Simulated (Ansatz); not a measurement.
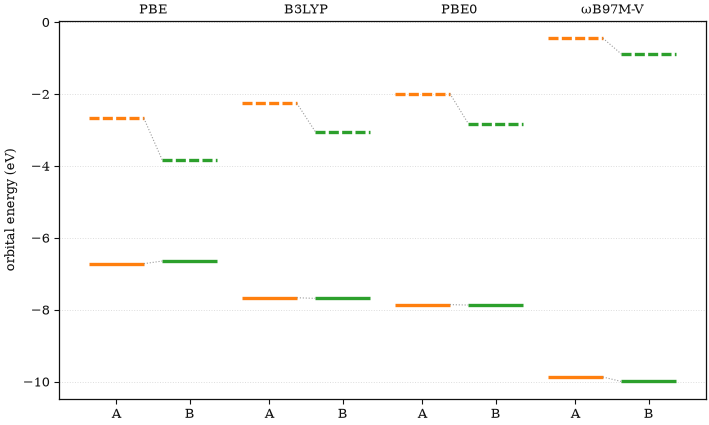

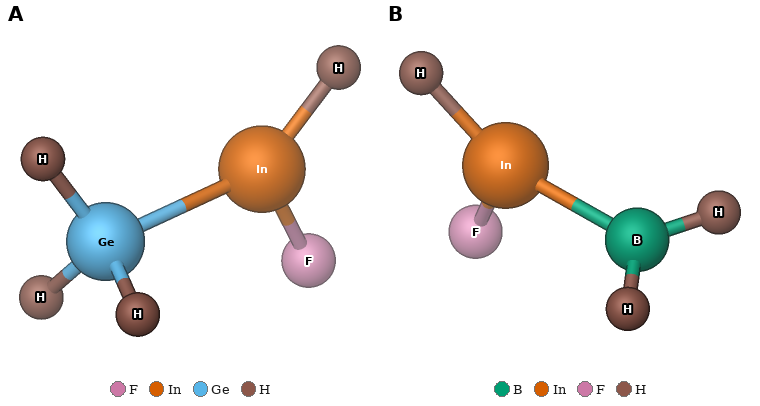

One change: A, InGeH₄F (SMILES [F][InH][GeH3]), becomes B, InBH₃F (SMILES [BH2][InH][F]). GeH₃ on In is replaced by BH₂. HOMO (solid) and LUMO (dashed) computed in def2-TZVPP at PBE0-D4/def2-TZVP geometries, both minima by their frequencies, gas phase, the Ansatz code 0.2.0.

**What does the change do to HOMO and LUMO?**

PBE: the HOMO rises by 0.07 eV, the LUMO falls by 1.16 eV, and the separation goes from 4.04 to 2.81 eV. B3LYP: the HOMO falls by 0.02 eV, the LUMO falls by 0.79 eV, and the separation goes from 5.41 to 4.64 eV. PBE0: the HOMO hardly moves, the LUMO falls by 0.83 eV, and the separation goes from 5.87 to 5.05 eV. ωB97M-V: the HOMO falls by 0.12 eV, the LUMO falls by 0.44 eV, and the separation goes from 9.42 to 9.11 eV.

**Do the functionals agree on the effect?**

Not on every direction; the HOMO shift lies between −0.12 and 0.07 eV and the LUMO shift between −1.16 and −0.44 eV, while the separations themselves differ by up to 6.3 eV between functionals.

Known limits of this run: core potentials past krypton; spin-orbit coupling is left out, and with In it can shift these values.
